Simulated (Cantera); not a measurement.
A closed system holds: 1 mol MgSO4, 6.9 mol CO2, 0.038 mol H2, equilibrated at 6.20 bar.

These are equilibrium values from Cantera (NASA tables, ideal gas, pure condensed phases), not measurements of a reactor. Candidate condensed phases: C, C6H6, C7H8, C8H18, H2O, H2SO4, Mg, MgCO3, MgO, Mg(OH)2, MgS, MgSO4, S; 130 gas species. Mutual solubility and eutectic melting of coexisting phases are not modelled. Gases not in the tables: S3 to S7. Rates play no part.

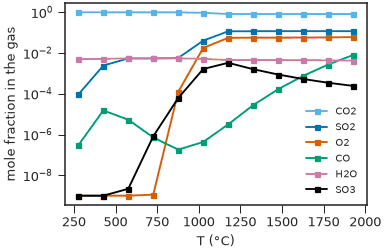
*Equilibrium gas composition (values under 1e-9 drawn at 1e-9)*

Q: Read off the mole fractions at 1027 °C.

A: CO2 about 0.94, SO2 about 0.041, O2 about 0.018, H2O about 0.0051, SO3 about 0.0016, CO about 4.3e-7.
